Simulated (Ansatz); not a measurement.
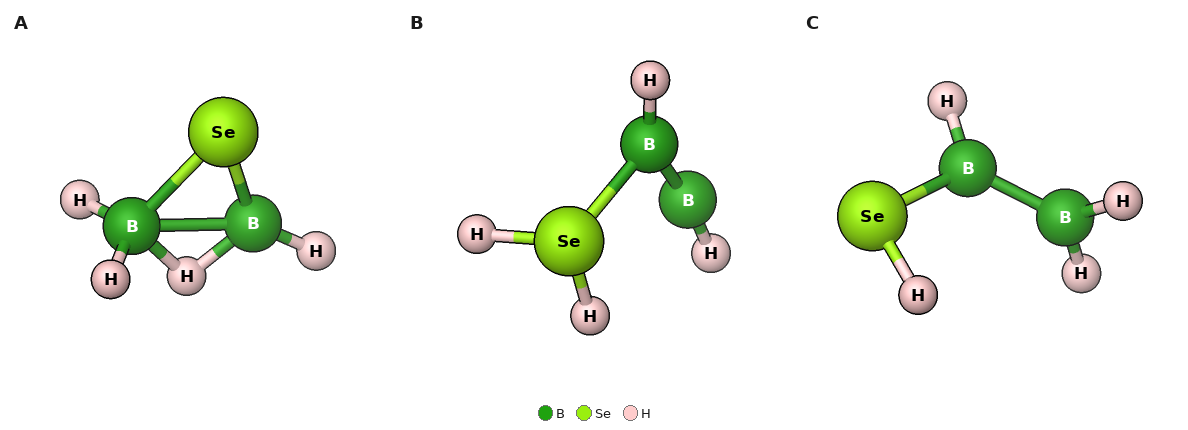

3 stationary structures of one formula. Geometries: PBE0-D4/def2-TZVP. Electronic energies: RHF-CCSD(T) (frozen core)/def2-TZVPP (Ansatz 0.2.0), without zero-point energy. No frequency run is at hand to confirm each as a minimum. Each is one conformer, not always the lowest.

### Which structure is the most stable?

A is lowest (Cs); C lies 65.2 kJ/mol above it (Cs), B lies 337.7 kJ/mol above it (C1).
